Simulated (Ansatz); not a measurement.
# Calculations on WH3OF5

**1. Relaxation**

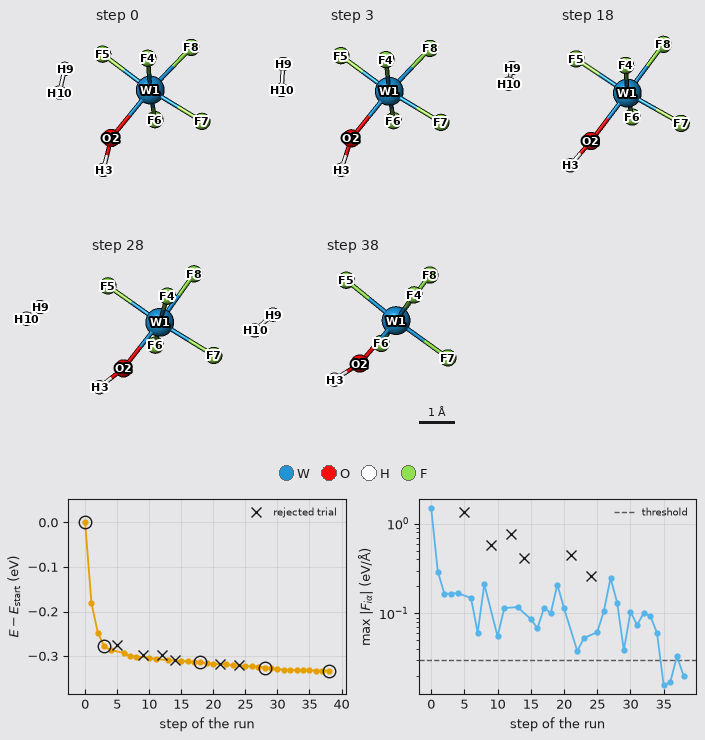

Frames of a relaxation of WH₃OF₅, marked on the history of the run. A ball-and-stick model, seen at a tilt.

The run prepares an end point of a later path (reaction) calculation, from a guessed geometry.

Method: RKS B3LYP-D4/def2-SVP in Ansatz. (no spin polarisation; force threshold 0.03 eV/Å; at most 50 steps)

> Describe the path.

Over 32 accepted moves (38 points after the start) the energy falls by 0.333 eV. The largest force component goes from 1.5 to 0.02 eV/Å. The line search rejected the trial steps at points 5, 9, 12, 14, 21, 24 of the run. The largest move after the best rigid fit is that of H10, 1.23 Å. Largest moves by element: H 1.23 Å, F 0.93 Å, O 0.49 Å, W 0.31 Å. Some distances before and after: W1–H9 2.935 → 3.690 Å, W1–O2 1.894 → 1.836 Å, H9–H10 0.716 → 0.762 Å, W1–F5 1.856 → 1.868 Å. Bond angles that change, for instance: W1–O2–H3 143.4° → 164.2°, O2–W1–F5 94.5° → 90.2°, F7–W1–F8 86.1° → 89.6°. From step 0 to 3: H9 moves most (0.57 Å), energy −0.278 eV. From step 3 to 18: H atoms move most (0.37 Å), energy −0.036 eV. From step 18 to 28: H10 moves most (0.45 Å), energy −0.012 eV. From step 28 to 38: H10 moves most (0.55 Å), energy −0.007 eV.

```json
{"step": "0", "E − E(0), eV": "0.0000", "largest force component, eV/Å": "1.5069", "note": ""}
{"step": "1", "E − E(0), eV": "-0.1813", "largest force component, eV/Å": "0.2919", "note": ""}
{"step": "2", "E − E(0), eV": "-0.2485", "largest force component, eV/Å": "0.1651", "note": ""}
{"step": "3", "E − E(0), eV": "-0.2782", "largest force component, eV/Å": "0.1666", "note": ""}
{"step": "4", "E − E(0), eV": "-0.2864", "largest force component, eV/Å": "0.1679", "note": ""}
{"step": "5", "E − E(0), eV": "-0.2760", "largest force component, eV/Å": "1.3644", "note": "rejected"}
{"step": "6", "E − E(0), eV": "-0.2929", "largest force component, eV/Å": "0.1488", "note": ""}
{"step": "7", "E − E(0), eV": "-0.3000", "largest force component, eV/Å": "0.0610", "note": ""}
{"step": "8", "E − E(0), eV": "-0.3012", "largest force component, eV/Å": "0.2119", "note": ""}
{"step": "9", "E − E(0), eV": "-0.2966", "largest force component, eV/Å": "0.5851", "note": "rejected"}
{"step": "10", "E − E(0), eV": "-0.3038", "largest force component, eV/Å": "0.0555", "note": ""}
{"step": "11", "E − E(0), eV": "-0.3070", "largest force component, eV/Å": "0.1148", "note": ""}
{"step": "13", "E − E(0), eV": "-0.3091", "largest force component, eV/Å": "0.1176", "note": ""}
{"step": "14", "E − E(0), eV": "-0.3079", "largest force component, eV/Å": "0.4095", "note": "rejected"}
{"step": "16", "E − E(0), eV": "-0.3120", "largest force component, eV/Å": "0.0682", "note": ""}
{"step": "17", "E − E(0), eV": "-0.3135", "largest force component, eV/Å": "0.1163", "note": ""}
{"step": "19", "E − E(0), eV": "-0.3158", "largest force component, eV/Å": "0.2093", "note": ""}
{"step": "20", "E − E(0), eV": "-0.3175", "largest force component, eV/Å": "0.1145", "note": ""}
{"step": "22", "E − E(0), eV": "-0.3188", "largest force component, eV/Å": "0.0380", "note": ""}
{"step": "23", "E − E(0), eV": "-0.3208", "largest force component, eV/Å": "0.0532", "note": ""}
{"step": "25", "E − E(0), eV": "-0.3222", "largest force component, eV/Å": "0.0619", "note": ""}
{"step": "26", "E − E(0), eV": "-0.3233", "largest force component, eV/Å": "0.1065", "note": ""}
{"step": "28", "E − E(0), eV": "-0.3257", "largest force component, eV/Å": "0.1318", "note": ""}
{"step": "29", "E − E(0), eV": "-0.3277", "largest force component, eV/Å": "0.0388", "note": ""}
{"step": "31", "E − E(0), eV": "-0.3306", "largest force component, eV/Å": "0.0746", "note": ""}
{"step": "32", "E − E(0), eV": "-0.3314", "largest force component, eV/Å": "0.1011", "note": ""}
{"step": "34", "E − E(0), eV": "-0.3321", "largest force component, eV/Å": "0.0604", "note": ""}
{"step": "35", "E − E(0), eV": "-0.3324", "largest force component, eV/Å": "0.0158", "note": ""}
{"step": "37", "E − E(0), eV": "-0.3326", "largest force component, eV/Å": "0.0334", "note": ""}
{"step": "38", "E − E(0), eV": "-0.3327", "largest force component, eV/Å": "0.0202", "note": ""}
```

Limits of the set-up: the start holds two separate molecules, 2.2 Å apart at their closest, whose relative position is a soft coordinate.

**2. Relaxation**

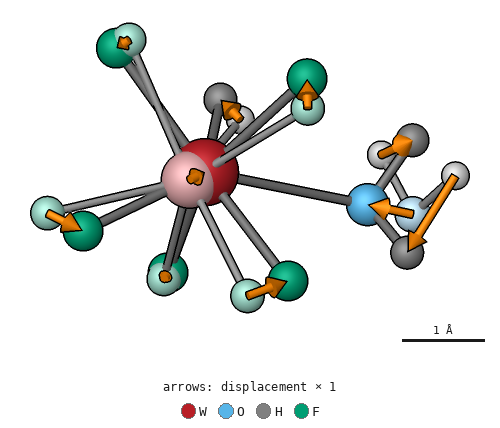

A relaxation of WH3OF5. The starting structure is drawn faded, the final one solid; orange arrows show the displacements, at their true length. The two geometries are superimposed by the best rigid fit.

The picture is a ball-and-stick view, seen from a free direction.

The run prepares an end point of a later path (reaction) calculation, from a guessed geometry.

All numbers below come from Ansatz, RKS B3LYP-D4/def2-SVP. Settings: no spin polarisation; force threshold 0.03 eV/Å; at most 50 steps.

What did the optimiser do to the structure, and how much energy did it gain?

The atom that moves furthest after the best rigid fit is an H atom (1.12 Å). Largest moves by element: H 1.12 Å, O 0.59 Å, F 0.58 Å, W 0.28 Å. Near-neighbour distances that change, for instance: O–W 3.126 → 2.312 Å, H–W 3.348 → 2.709 Å, H–W 3.098 → 2.855 Å, F–W 1.861 → 1.907 Å. New bonds form, among them: O–W (3.13 → 2.31 Å). Among the angles between lasting bonds that change: F–W–F 138.9° → 150.5°, F–W–F 134.5° → 124.5°, F–W–F 124.9° → 118.0°. After 16 accepted moves (19 points after the start) the energy has fallen by 53.2 kJ/mol. The largest force component goes from 0.78 to 0.02 eV/Å. The line search rejected the trial steps at points 5, 13, 15 of the run. The forces were under the threshold at step 14, but the run went on from there. Cost: 36 s on 4 threads of Intel(R) Xeon(R) 6975P-C (Granite Rapids) (shared host), peak memory 0.37 GiB.

**3. Path**

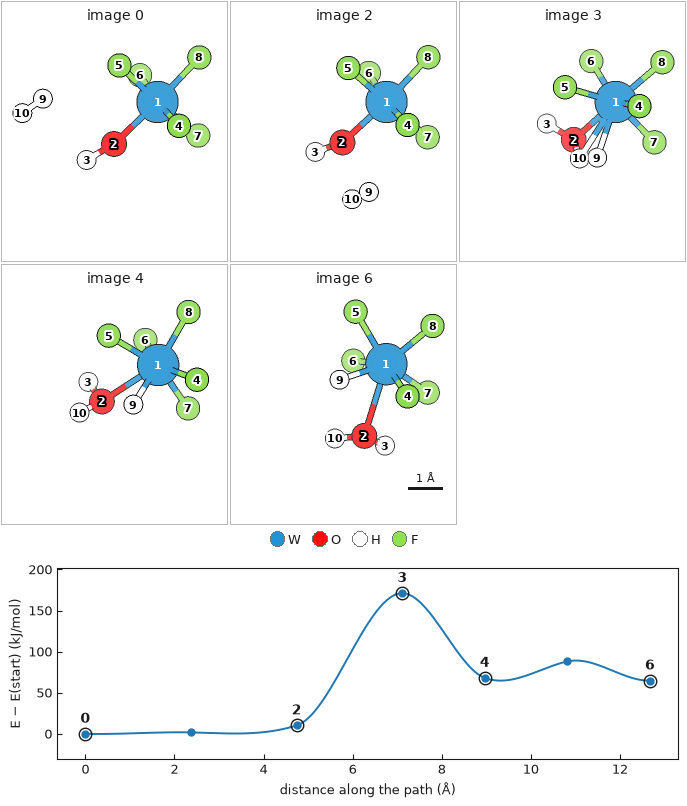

A nudged-elastic-band calculation for WH$_{3}$OF$_{5}$, made up at the start of WHOF5 and H2. Images are numbered from 0 (start) to 6 (end). Style: ball-and-stick. Shown at a tilt.

The calculation used RKS B3LYP-D4/def2-SVP (Ansatz). Settings: 5 movable images; climbing image; force threshold 0.03 eV/Å; iteration limit 60; starting path through a guess of the saddle point.

Question: What happens along the path, and what is the barrier?

Answer: The energy climbs by 171.2 kJ/mol to image 3 and then falls by 106.4 kJ/mol, so the end point sits at +64.8 kJ/mol. The profile has 2 maxima (images 3, 5) with a dip at image 4 (+68.0 kJ/mol), so the process runs in steps. The path has more than one stage, and so few images may leave a stage unresolved. Breaking: H9–H10 (0.76 → 0.96 at the top → 2.41 Å). Forming: O2–H10 (3.22 → 1.29 at the top → 0.97 Å), W1–H9 (3.69 → 1.92 at the top → 1.70 Å). The band converged in 35 iterations. The largest component of the band force went from 25 to 0.022 eV/Å. The climbing image converged on the top of the path. Its vibrational analysis gives one imaginary mode (1167i cm⁻¹), as a transition state must have.

Limits of the set-up: the start holds two separate molecules, 2.5 Å apart at their closest, whose relative position is a soft coordinate.
